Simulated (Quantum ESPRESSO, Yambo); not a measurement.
# GaAs (F-43m): G0W0 in Yambo against the bands

How does the gap of GaAs (F-43m) converge in the bands?

Program: Yambo 5.3.0. Level of theory: PBE and many-body steps on it, plane waves. Results are calculated unless marked as measured.

### 1. The structure

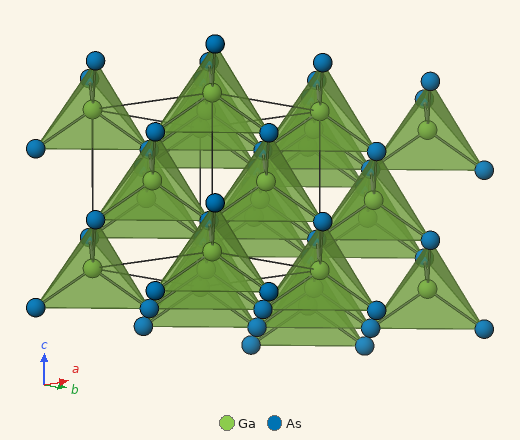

Start, viewed from a free direction; gallium green, arsenic blue. 1×2×1 cells are drawn. This picture shows the conventional cell, with its axes. Some periodic images of atoms are drawn too.

Structure file:

```xyz
2
Lattice="0.0000 2.8269 2.8269 2.8269 0.0000 2.8269 2.8269 2.8269 0.0000" Properties=species:S:1:pos:R:3 pbc="T T T"
Ga    0.0000    0.0000    0.0000
As    1.4134    1.4134    1.4134
```

The cell and positions come from the Crystallography Open Database and are kept as given unless a step says otherwise.

### 2. 45 bands

This step: Yambo 5.3.0; G0W0 on PBE, plane waves, norm-conserving pseudopotentials.

Now the one-shot GW correction: screening in the RPA, then the self-energy of the levels asked for.

File gw1.in:

```
HF_and_locXC
gw0
dyson
ppa
em1d
rim_cut
RandQpts= 1000000
RandGvec= 1 RL
EXXRLvcs= 104 Ry
VXCRLvcs= 416 Ry
Chimod= "HARTREE"
% BndsRnXp
 1 | 45 |
%
NGsBlkXp= 15.5 Ry
% LongDrXp
 1 | 1 | 1 |
%
% GbndRnge
 1 | 45 |
%
DysSolver= "n"
ExtendOut
PPAPntXp= 27.21138 eV
% QPkrange
 1 | 1 | 21 | 24 |
%
```

Run with:

```console
OMP_NUM_THREADS=1 mpirun -n 4 yambo -F gw1.in -J gw1 -C gw1 > gw1.log
```

Log:

```text
 Yambo, version 5.3.0

 [02] CORE Variables Setup
 =========================

  [... cell, symmetries and grids as in the set-up ...]

  [02.05] Energies & Occupations
  ==============================

  [X] === General ===
  [X] Electronic Temperature                        :  0.000000  0.000000 [eV K]
  [X] Bosonic    Temperature                        :  0.000000  0.000000 [eV K]
  [X] Finite Temperature mode                       : no
  [X] El. density                                   :  0.97390E+24 [cm-3]
  [X] Fermi Level                                   :  9.827511 [eV]

  [X] === Gaps and Widths ===
  [X] Conduction Band Min                           :  0.518057 [eV]
  [X] Valence Band Max                              :  0.000000 [eV]
  [X] Filled Bands                                  :  22
  [X] Empty Bands                                   :    23   427
  [X] Direct Gap                                    :  0.518057 [eV]
  [X] Direct Gap localized at k                     :  1
  [X] Indirect Gap                                  :  0.518057 [eV]
  [X] Indirect Gap between kpts                     :  1  1
  [X] Last valence band width                       :  3.339194 [eV]
  [X] 1st conduction band width                     :  4.106600 [eV]

 [03] Transferred momenta grid and indexing
 ==========================================

 IBZ Q-points                                      :   8
 BZ  Q-points                                      :   64

 K/Q-points units:
 rlu = crystal or reduced units; cc = cartesian coordinates; iku = interal k-units

 Q [1]          [rlu]:  0.000000  0.000000  0.000000
 Q [2]          [rlu]: -0.91587E-18 -0.91587E-18  0.25000
 Q [3]          [rlu]:  0.18317E-17  0.18317E-17 -0.50000
 Q [4]          [rlu]: -0.26116E-17  0.25000      0.25000
 Q [5]          [rlu]:  0.71282E-16  0.25000      0.50000
 Q [6]          [rlu]:  0.18317E-17  0.25000     -0.25000
 Q [7]          [rlu]:  0.52231E-17 -0.50000     -0.50000
 Q [8]          [rlu]:  0.250000 -0.500000 -0.250000

 [04] Coloumb potential Random Integration (RIM)
 ===============================================

  [04.01] RIM initialization
  ==========================

  * Diagonal components only detected *

  8 x (sBL volume)        :  0.101699 [a.u.]
  sBZ random points       :  1000000
  Points outside the sBZ  :   7987327
  RL volume               :  0.813588 [a.u.]
  Integrated volume       :  0.814879 [a.u.]

  [04.02] RIM integrals
  =====================

  Gamma point sphere radius             :  0.084669 [a.u.]
  Points outside the sphere             :   799513
  [Int_sBZ(q=0) 1/q^2]*(Vol_sBZ)^(-1/3) =:  7.764325
                                 should be <:  7.795600

  Summary of Coulomb integrals for non-metallic bands |Q|[au] RIM/Bare

  Q [1] 0.100000E-4 0.995988 * Q [2] 0.254653 1.066317
  Q [4] 0.294048 1.065091 * Q [6] 0.415847 1.027759
  Q [5] 0.487623 1.020584 * Q [3] 0.509306 1.018268
  Q [7] 0.588096 1.014689 * Q [8] 0.657511 1.011648

 [WARNING] [Xp] User bands 1-45 break level degeneracy

 [05] Dipoles
 ============

  [05.01] Setup: observables and procedures
  =========================================

 [06] Dynamic Dielectric Matrix (PPA)
 ====================================

 [WR./gw1//ndb.pp]---------------------------------------------------------------
  Brillouin Zone Q/K grids (IBZ/BZ)                :    8   64    8   64
  RL vectors                                       :   6567 [WF]
  Coulomb cutoff potential                         : none
  Electronic Temperature                           :  0.000000 [K]
  Bosonic    Temperature                           :  0.000000 [K]
  PPA    diel. fun.  energies                      : Perdew, Burke & Ernzerhof(X)+Perdew, Burke & Ernzerhof(C)
  wavefunctions                                    : Perdew, Burke & Ernzerhof(X)+Perdew, Burke & Ernzerhof(C)
  Global Gauge                                     : length
  X matrix size                                    :   339
  X band range                                     :    1   45
  X e/h energy range                               : -1.000000 -1.000000 [eV]
  X Time ordering                                  : R
  X Hxc Kernel                                     : HARTREE
  X Drude frequency                                :  0.000000  0.000000
  X poles                                          :  100.0000 [o/o]
  RL vectors in the sum                            :   6567
  [r,Vnl] included                                 : yes
  Field direction                                  :  0.577350E-5  0.577350E-5  0.577350E-5
  BZ energy Double Grid                            : no
  BZ energy DbGd points                            : 0
  BZ Q point size factor                           : -1.000000
  X Optical Averaged directions                    : none

 [07] Local Exchange-Correlation + Non-Local Fock
 ================================================

 [VXC] Plane waves :   43655
 [EXS] Plane waves :   5601

 QP @ state[ 1 ] K range:  1  1
 QP @ state[ 1 ] b range:  21  24

 [xc] Functional : Perdew, Burke & Ernzerhof(X)+Perdew, Burke & Ernzerhof(C)
 [xc] LIBXC used to calculate xc functional
  PP Number of Atomic Species                      :  2
  NLCC RL compoments                               :   43655
  PP Number of Atomic Species                      :  2
  NLCC RL compoments                               :   43655

 [xc] E_xc :  -45.46123 [Ha]
      E_xc :  -90.92246 [Ry]

  Local XC kind (lXC) : Perdew, Burke & Ernzerhof(X)+Perdew, Burke & Ernzerhof(C)
  Non-Local XC kind (nlXC) : Hartree-Fock

  Corrections @ K [1] :  [eV]
 <21|nlXC|21> = -15.93725 -0.10102E-16 <21|lXC|21> = -14.36257 -0.94408E-15
 <22|nlXC|22> = -15.93713  0.39986E-17 <22|lXC|22> = -14.36257  0.18882E-15
 <23|nlXC|23> = -10.69830  0.28943E-17 <23|lXC|23> = -14.69845 -0.11801E-16
 <24|nlXC|24> = -7.088555  0.33380E-17 <24|lXC|24> = -11.53166  0.000000

 [08] Dyson equation: Newton solver
 ==================================

  [08.01] G0W0 (W PPA)
  ====================

  [  GW  ] Bands range     :    1   45
  [GW/PPA] G damping       :  0.100000 [eV]

  QP @ state[ 1 ] K range:  1  1
  QP @ state[ 1 ] b range:  21  24

   Sc/G bands                                       :    1   45
   Sc/G damping                                     :  0.100000 ev
   Sc bands terminator                              : no
   Sx RL components                                 :   5601

   QP @ state[ 1 ] K range                          :  1  1
   QP @ state[ 1 ] b range                          :  21  24
   GF energies kind                                 : Perdew, Burke & Ernzerhof(X)+Perdew, Burke & Ernzerhof(C)
   GF WF`s kind                                     : Perdew, Burke & Ernzerhof(X)+Perdew, Burke & Ernzerhof(C)
   Xs energies kind                                 : Perdew, Burke & Ernzerhof(X)+Perdew, Burke & Ernzerhof(C)
   Xs WF`s kind                                     : Perdew, Burke & Ernzerhof(X)+Perdew, Burke & Ernzerhof(C)

 [11] Game Over & Game summary
```

Elapsed: 47 s, on 4 MPI ranks of Arm Neoverse V2, shared host; peak memory 2.1 GiB; 3 min of CPU time.

Numbers from this step:

| Item | Value |
| --- | --- |
| G0W0 gap on the points computed | 1.231 eV |
| starting gap on the mesh | 0.5181 eV |
| k of the valence top | 0, 0, 0 |
| k of the conduction bottom | 0, 0, 0 |
| least direct G0W0 gap on the computed points | 1.231 eV |
| Z at the valence top | 0.7962 |
| Z at the conduction bottom | 0.8005 |

The gap on the mesh goes from 0.52 eV to 1.23 eV, a correction of +0.71 eV.

### 3. 72 bands

File gw2.in:

```
HF_and_locXC
gw0
dyson
ppa
em1d
rim_cut
RandQpts= 1000000
RandGvec= 1 RL
EXXRLvcs= 104 Ry
VXCRLvcs= 416 Ry
Chimod= "HARTREE"
% BndsRnXp
 1 | 72 |
%
NGsBlkXp= 15.5 Ry
% LongDrXp
 1 | 1 | 1 |
%
% GbndRnge
 1 | 72 |
%
DysSolver= "n"
ExtendOut
PPAPntXp= 27.21138 eV
% QPkrange
 1 | 1 | 21 | 24 |
%
```

Run with:

```console
OMP_NUM_THREADS=1 mpirun -n 4 yambo -F gw2.in -J gw2 -C gw2 > gw2.log
```

Log:

```text
 Yambo, version 5.3.0

 [02] CORE Variables Setup
 =========================

  [... cell, symmetries and grids as in the set-up ...]

  [02.05] Energies & Occupations
  ==============================

  [X] === General ===
  [X] Electronic Temperature                        :  0.000000  0.000000 [eV K]
  [X] Bosonic    Temperature                        :  0.000000  0.000000 [eV K]
  [X] Finite Temperature mode                       : no
  [X] El. density                                   :  0.97390E+24 [cm-3]
  [X] Fermi Level                                   :  9.827511 [eV]

  [X] === Gaps and Widths ===
  [X] Conduction Band Min                           :  0.518057 [eV]
  [X] Valence Band Max                              :  0.000000 [eV]
  [X] Filled Bands                                  :  22
  [X] Empty Bands                                   :    23   427
  [X] Direct Gap                                    :  0.518057 [eV]
  [X] Direct Gap localized at k                     :  1
  [X] Indirect Gap                                  :  0.518057 [eV]
  [X] Indirect Gap between kpts                     :  1  1
  [X] Last valence band width                       :  3.339194 [eV]
  [X] 1st conduction band width                     :  4.106600 [eV]

 [03] Transferred momenta grid and indexing
 ==========================================

 IBZ Q-points                                      :   8
 BZ  Q-points                                      :   64

 K/Q-points units:
 rlu = crystal or reduced units; cc = cartesian coordinates; iku = interal k-units

 Q [1]          [rlu]:  0.000000  0.000000  0.000000
 Q [2]          [rlu]: -0.91587E-18 -0.91587E-18  0.25000
 Q [3]          [rlu]:  0.18317E-17  0.18317E-17 -0.50000
[...]
================================================

 [VXC] Plane waves :   43655
 [EXS] Plane waves :   5601

 QP @ state[ 1 ] K range:  1  1
 QP @ state[ 1 ] b range:  21  24

 [xc] Functional : Perdew, Burke & Ernzerhof(X)+Perdew, Burke & Ernzerhof(C)
 [xc] LIBXC used to calculate xc functional
  PP Number of Atomic Species                      :  2
  NLCC RL compoments                               :   43655
  PP Number of Atomic Species                      :  2
  NLCC RL compoments                               :   43655

 [xc] E_xc :  -45.46123 [Ha]
      E_xc :  -90.92246 [Ry]

  Local XC kind (lXC) : Perdew, Burke & Ernzerhof(X)+Perdew, Burke & Ernzerhof(C)
  Non-Local XC kind (nlXC) : Hartree-Fock

  Corrections @ K [1] :  [eV]
 <21|nlXC|21> = -15.93725 -0.10102E-16 <21|lXC|21> = -14.36257 -0.94408E-15
 <22|nlXC|22> = -15.93713  0.39986E-17 <22|lXC|22> = -14.36257  0.18882E-15
 <23|nlXC|23> = -10.69830  0.28943E-17 <23|lXC|23> = -14.69845 -0.11801E-16
 <24|nlXC|24> = -7.088555  0.33380E-17 <24|lXC|24> = -11.53166  0.000000

 [08] Dyson equation: Newton solver
 ==================================

  [08.01] G0W0 (W PPA)
  ====================

  [  GW  ] Bands range     :    1   72
  [GW/PPA] G damping       :  0.100000 [eV]

  QP @ state[ 1 ] K range:  1  1
  QP @ state[ 1 ] b range:  21  24

   Sc/G bands                                       :    1   72
   Sc/G damping                                     :  0.100000 ev
   Sc bands terminator                              : no
   Sx RL components                                 :   5601

   QP @ state[ 1 ] K range                          :  1  1
   QP @ state[ 1 ] b range                          :  21  24
   GF energies kind                                 : Perdew, Burke & Ernzerhof(X)+Perdew, Burke & Ernzerhof(C)
   GF WF`s kind                                     : Perdew, Burke & Ernzerhof(X)+Perdew, Burke & Ernzerhof(C)
   Xs energies kind                                 : Perdew, Burke & Ernzerhof(X)+Perdew, Burke & Ernzerhof(C)
   Xs WF`s kind                                     : Perdew, Burke & Ernzerhof(X)+Perdew, Burke & Ernzerhof(C)

 [11] Game Over & Game summary
```

It took 85 s on 4 MPI ranks; peak memory 2.1 GiB.

Numbers from this step:

| Item | Value |
| --- | --- |
| G0W0 gap on the points computed | 1.209 eV |
| starting gap on the mesh | 0.5181 eV |
| k of the valence top | 0, 0, 0 |
| k of the conduction bottom | 0, 0, 0 |
| least direct G0W0 gap on the computed points | 1.209 eV |
| Z at the valence top | 0.7948 |
| Z at the conduction bottom | 0.7988 |

Against the run before, the gap moves by −0.022 eV.

### 4. 124 bands

File gw3.in:

```
HF_and_locXC
gw0
dyson
ppa
em1d
rim_cut
RandQpts= 1000000
RandGvec= 1 RL
EXXRLvcs= 104 Ry
VXCRLvcs= 416 Ry
Chimod= "HARTREE"
% BndsRnXp
 1 | 124 |
%
NGsBlkXp= 15.5 Ry
% LongDrXp
 1 | 1 | 1 |
%
% GbndRnge
 1 | 124 |
%
DysSolver= "n"
ExtendOut
PPAPntXp= 27.21138 eV
% QPkrange
 1 | 1 | 21 | 24 |
%
```

Run with:

```console
OMP_NUM_THREADS=1 mpirun -n 4 yambo -F gw3.in -J gw3 -C gw3 > gw3.log
```

Log:

```text
 Yambo, version 5.3.0

 [02] CORE Variables Setup
 =========================

  [... cell, symmetries and grids as in the set-up ...]

  [02.05] Energies & Occupations
  ==============================

  [X] === General ===
  [X] Electronic Temperature                        :  0.000000  0.000000 [eV K]
  [X] Bosonic    Temperature                        :  0.000000  0.000000 [eV K]
  [X] Finite Temperature mode                       : no
  [X] El. density                                   :  0.97390E+24 [cm-3]
[...]
Sx RL components                                 :   5601

   QP @ state[ 1 ] K range                          :  1  1
   QP @ state[ 1 ] b range                          :  21  24
   GF energies kind                                 : Perdew, Burke & Ernzerhof(X)+Perdew, Burke & Ernzerhof(C)
   GF WF`s kind                                     : Perdew, Burke & Ernzerhof(X)+Perdew, Burke & Ernzerhof(C)
   Xs energies kind                                 : Perdew, Burke & Ernzerhof(X)+Perdew, Burke & Ernzerhof(C)
   Xs WF`s kind                                     : Perdew, Burke & Ernzerhof(X)+Perdew, Burke & Ernzerhof(C)

 [11] Game Over & Game summary
```

It took 2.6 min on 4 MPI ranks; peak memory 2.1 GiB.

Numbers from this step:

```
G0W0 gap on the points computed              : 1.176 eV
starting gap on the mesh                     : 0.5181 eV
k of the valence top                         : 0, 0, 0
k of the conduction bottom                   : 0, 0, 0
least direct G0W0 gap on the computed points : 1.176 eV
```

Against the run before, the gap moves by −0.033 eV.

(Part 1 of 2 ends here.)

[Paths, hosts, dates, memory and timing lines, banners, echoed tables and standing remarks are left out of the program output.]

[Logs are printed without paths, hosts, clocks, repeated set-up lines and the standing remarks that a program may print on its own settings, such as how far it seeks lower states.]

[Runs of the session that timed out or met a known fault of the program may be left out.]

[Hosts, paths, dates, database ids (printed as entryN), source tags and the programs' standing remarks are cut or masked in the printed files.]
